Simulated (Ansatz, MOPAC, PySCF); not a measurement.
GeH4 (SMILES [GeH4]) and C2H6 (SMILES CC) are pulled apart as rigid monomers along the line of their centres of mass, from the B3LYP-D3(BJ)/def2-TZVP minimum. Starting geometry (charge 0, multiplicity 1):
| atom | x (Å) | y (Å) | z (Å) |
|---|---|---|---|
| Ge | -0.1545 | 0.1485 | -0.2464 |
| H | -0.5052 | -0.0597 | -1.7277 |
| H | 0.4200 | -1.1531 | 0.3312 |
| H | -1.4220 | 0.5348 | 0.5293 |
| H | 0.8864 | 1.2701 | -0.1198 |
| C | 0.5705 | 0.4814 | 3.4876 |
| C | -0.3771 | -0.6672 | 3.8204 |
| H | 1.0200 | 0.8999 | 4.3902 |
| H | 0.0484 | 1.2919 | 2.9754 |
| H | 1.3842 | 0.1505 | 2.8392 |
| H | 0.1457 | -1.4762 | 4.3340 |
| H | -0.8260 | -1.0860 | 2.9181 |
| H | -1.1901 | -0.3352 | 4.4689 |

Interaction energies with rigid monomers; basis-set methods are counterpoise corrected unless marked otherwise.

Correlated levels freeze the cores. Filled d and f shells under p-block atoms count as core. Rows in 6-31G* carry no dispersion term and start afresh at each structure (6-31G* with six Cartesian d functions); the Pople sets are all-electron and without relativity. The state that PM7 reach isn't checked; PM7 holds dispersion and hydrogen-bond terms.

Run with Ansatz (Gaussian basis) for Hartree–Fock, density functionals and correlated methods; MOPAC for PM7 (differences of heats of formation); PySCF for 6-31G* rows. Values without a source in brackets are computed.

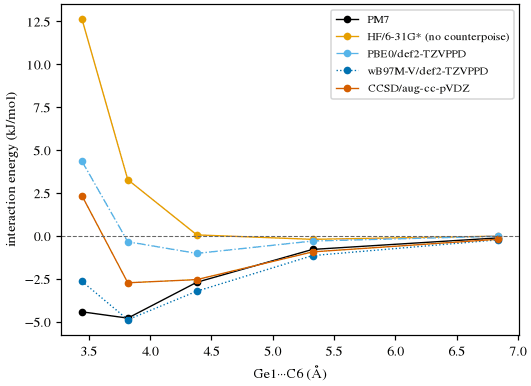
Fig. 1. Interaction energy against separation

Question: Which level binds most strongly at Ge1···C6 = 3.82, and by how much?

Answer: wB97M-V/def2-TZVPPD, -5 kJ/mol.

Ansatz is a quantum-chemistry and plane-wave program.
